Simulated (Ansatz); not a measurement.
BSiH6F: several calculations on one system

### Relaxation

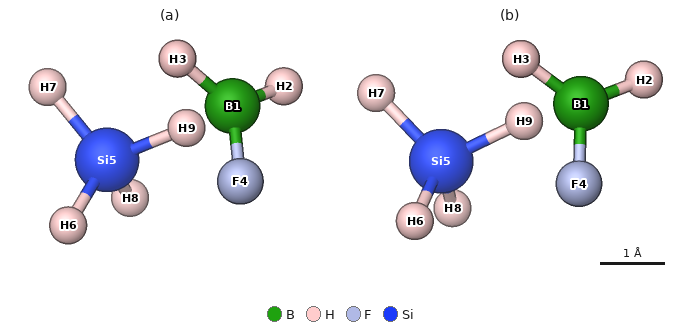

The structure of BSiH6F before (left) and after (right) a relaxation, at one scale.

Style: ball-and-stick. Shown from a free direction.

The run prepares an end point of a later path (reaction) calculation, from a guessed geometry.

These are results of RKS B3LYP-D4/def2-SVP (Ansatz 0.2.0), not measurements.

Input file:
```yaml
crystal:
  periodic: [false, false, false]
  atoms:
    - { symbol: B, position_ang: [-0.024907, 0.42829, -0.002765] }
    - { symbol: H, position_ang: [0.00321, 0.822235, 1.125016] }
    - { symbol: H, position_ang: [0.967615, 0.188166, -0.64781] }
    - { symbol: F, position_ang: [-1.200655, 0.350533, -0.616595] }
    - { symbol: Si, position_ang: [0.124689, -2.527158, 1.075081] }
    - { symbol: H, position_ang: [-0.644341, -3.008735, -0.103698] }
    - { symbol: H, position_ang: [1.551526, -2.93523, 0.963787] }
    - { symbol: H, position_ang: [-0.472341, -3.056078, 2.332926] }
    - { symbol: H, position_ang: [0.058304, -1.051823, 1.138858] }
basis:
  gaussian: { orbitals: def2-SVP }
hamiltonian:
  xc: b3lyp
  dispersion: d4
relax:
  f_tol: 0.03
  max_steps: 50
```

Command:
```bash
ansatz run input.yaml --threads 1 --pin off --max-ram 2048MiB --backend cpu --events-out ev --progress --plain --runs-dir out
```

**Summarise the run.**

After 8 accepted moves (9 points after the start) the energy has fallen by 2.51 kcal/mol. The largest force component goes from 0.52 to 0.024 eV/Å. The line search rejected the trial step at point 2 of the run. H2 moves most after the best rigid fit: 0.56 Å. By element the largest moves are H 0.56 Å, B 0.24 Å, Si 0.18 Å, F 0.05 Å. Near-neighbour distances that change, for instance: Si5–H9 1.478 → 1.494 Å, B1–H2 1.195 → 1.207 Å, B1–F4 1.329 → 1.321 Å. Cost: 21 s on 1 thread of Arm Neoverse V2, with other jobs on the host, peak memory 0.14 GiB.

### Relaxation

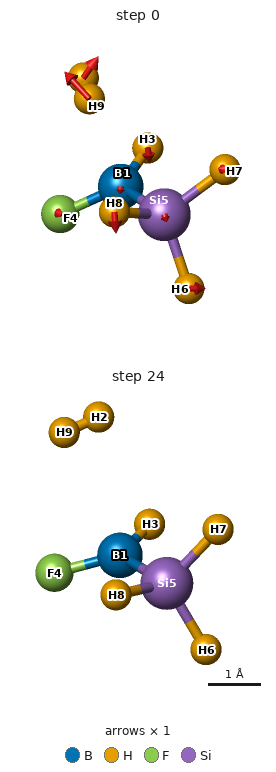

The structure of BSiH6F before (top) and after (bottom) a relaxation, at one scale. The red arrows give the displacements, at their true length.

Style: ball-and-stick. Shown from a free direction.

The run prepares an end point of a later path (reaction) calculation, from a guessed geometry.

Level of theory: RKS B3LYP-D4/def2-SVP (Ansatz). Set-up: no spin polarisation; force threshold 0.03 eV/Å; at most 50 steps.

Describe what moved and what it gained.

Answer. The largest move after the best rigid fit is that of H9, 0.75 Å. Largest moves by element: H 0.75 Å, F 0.17 Å, Si 0.16 Å, B 0.15 Å. Some distances before and after: B1–Si5 1.979 → 2.041 Å, H2–H9 0.719 → 0.760 Å, B1–H3 1.208 → 1.213 Å, Si5–H6 1.502 → 1.498 Å. Groups turn about B1–Si5 by about 25°. The energy falls by 3.26 kcal/mol in 19 accepted moves (24 points after the start). Largest force component: 1.6 eV/Å at the start, 0.03 eV/Å at the end. The line search rejected the trial steps at points 8, 10, 16, 17, 23 of the run. The forces were under the threshold at step 7, but the run went on from there. Cost: 50 s on 1 thread of Arm Neoverse V2 (shared host), peak memory 0.13 GiB.

Limits of the set-up: the start holds two separate molecules, 2.3 Å apart at their closest, whose relative position is a soft coordinate.

### Path

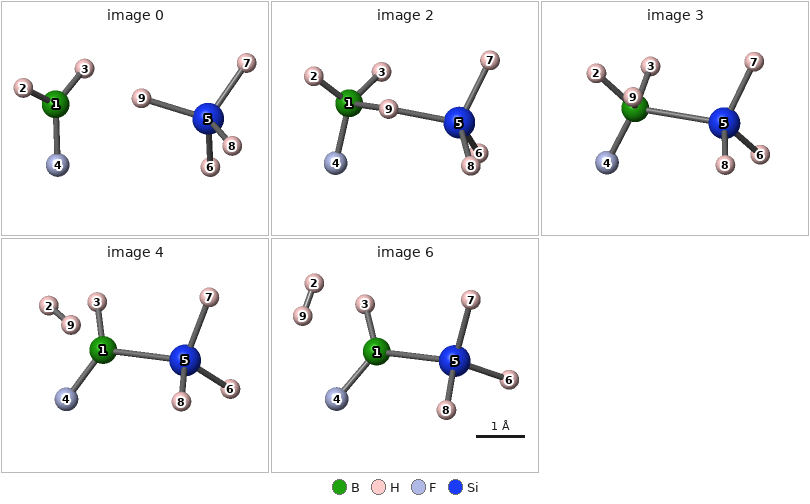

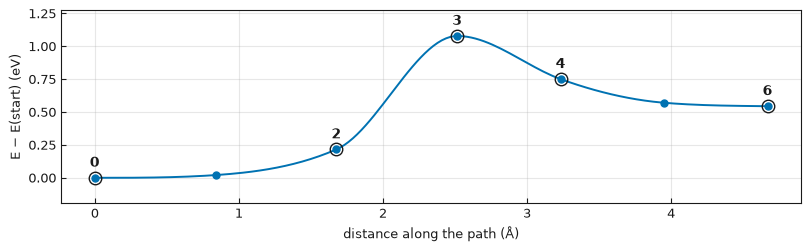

A search for the minimum-energy path of BSiH$_{6}$F, made up at the start of BH2F and SiH$_{4}$ by the nudged elastic band. Images are numbered from 0 (start) to 6 (end). Style: ball-and-stick. Shown at a tilt.

Method: Ansatz 0.2.0, RKS B3LYP-D4/def2-SVP. Settings: 5 movable images; climbing image; force threshold 0.03 eV/Å; iteration limit 60; starting path through a guess of the saddle point.

What happens along the path, and what is the barrier?

Answer. Forward barrier 1.08 eV, backward barrier 0.53 eV, with image 3 at the top; the reaction energy is +0.54 eV. Breaking: B1–H2 (1.21 → 1.32 at the top → 2.89 Å), Si5–H9 (1.49 → 2.05 at the top → 3.55 Å). Forming: B1–Si5 (3.56 → 2.12 at the top → 2.04 Å), H2–H9 (2.62 → 1.07 at the top → 0.76 Å). The band is converged. At the top, the vibrational analysis gives one imaginary mode (923i cm⁻¹), as a transition state must have.

Limits of the set-up: the start holds two separate molecules, 2.5 Å apart at their closest, whose relative position is a soft coordinate.

The run took 3.8 min on 1 thread of Arm Neoverse V2, on a shared host, peak memory 0.16 GiB.
